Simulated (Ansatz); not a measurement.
**ClFSi$_{2}$: density, localisation and related maps**

Input file:

```
crystal:
  periodic: [false, false, false]
  atoms:
    - {symbol: Cl, position_ang: [-0.164651, 0.426939, 1.156958]}
    - {symbol: F, position_ang: [1.140799, -1.344703, -1.031993]}
    - {symbol: Si, position_ang: [0.031696, -0.119027, -1.301268]}
    - {symbol: Si, position_ang: [-1.477353, -1.113469, 0.338023]}
basis:
  gaussian:
    orbitals: def2-TZVPD
magnetization:
  spin_polarized: false
  initial_magnetization: 0
hamiltonian:
  xc: pbe0
output:
  forces: true
  orbitals: {seedname: orbitals}
```

Run with:

```sh
ansatz run input.yaml --threads 1 --pin off --max-ram 2610MiB --events-out events.jsonl --progress --plain --runs-dir runs
```

Geometry: PBE0-D3(BJ)/pcseg-1.

The calculation used Ansatz 0.2.0, isolated molecule in a Gaussian basis; Kohn-Sham density functional theory, functional PBE0.

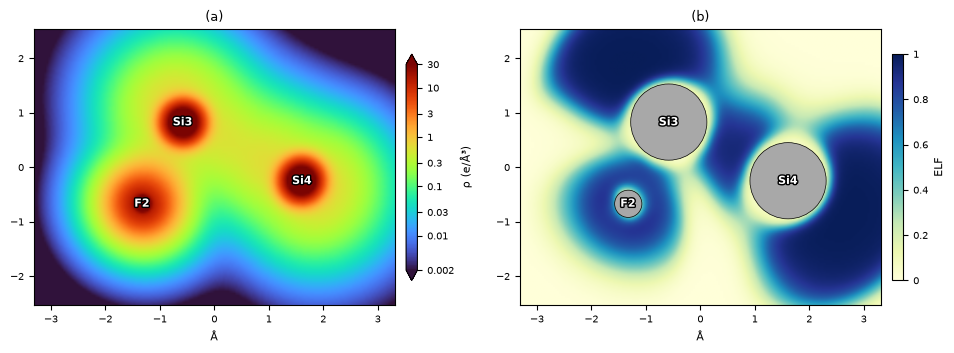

Figure 1. (a) electron density; (b) ELF on the plane of atoms F2, Si3 and Si4. Grey discs cover the atomic cores in the ELF map.

Describe what can be read from this map.

The section cuts through F and Si sites.
Si–F (1.67 Å): ρ is about 0.98 e/Å³ halfway; the ELF peaks at about 0.85 in the valence shell of F, 0.6 Å from its nucleus, and is about 0.50 at the midpoint.
Si–Si (2.44 Å): the density is about 0.54 e/Å³ at the midpoint; the ELF peaks at about 0.95 between the atoms (localised, covalent bonding).
The ELF also peaks beside F2, Si4 and Si3, away from the bonds: lone-pair regions.

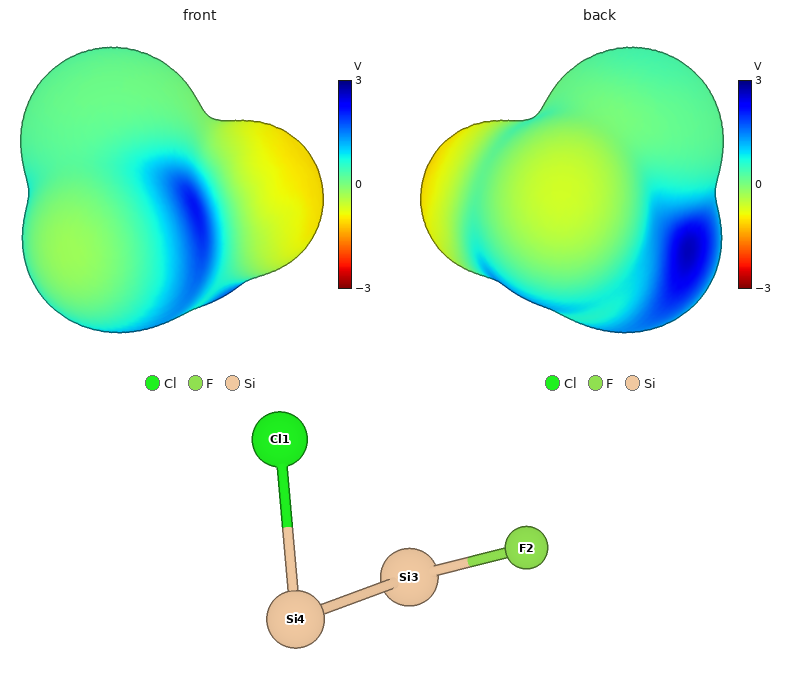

Figure 2. The molecular electrostatic potential painted on the density surface at 0.002 e/bohr³, seen from the front and from behind; the colour scale runs from red (negative) to blue (positive). The bare structure is drawn below in the same view.

Where is the surface potential most negative and most positive?

The most negative region (about −1.0 V) lies over F2, the most positive (about +2.5 V) over Si4.

What dipole moment does the calculation give?

Its dipole moment is 1.94 D.

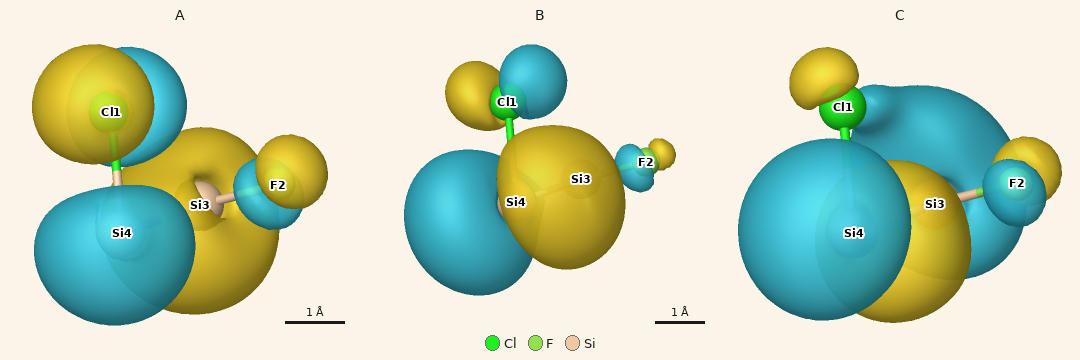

Figure 3. Three frontier orbitals at ±0.08 Å⁻³ᐟ² (yellow and cyan are the two phases), in no order.

Which picture is the HOMO−1, the HOMO and the LUMO?

A is the HOMO−1 (−8.39 eV). It lies mainly on Si3 (about 45 %), Cl1 (about 25 %), Si4 (about 20 %) and F2 (about 10 %). C is the HOMO (−5.86 eV). Its weight (Hirshfeld) is mainly on Si4 (about 45 %) and Si3 (about 45 %). B is the LUMO (−3.40 eV). By Hirshfeld shares it lies mainly on Si4 (about 80 %) and Cl1 (about 10 %).

What is the HOMO–LUMO gap?

2.46 eV between the orbital energies.
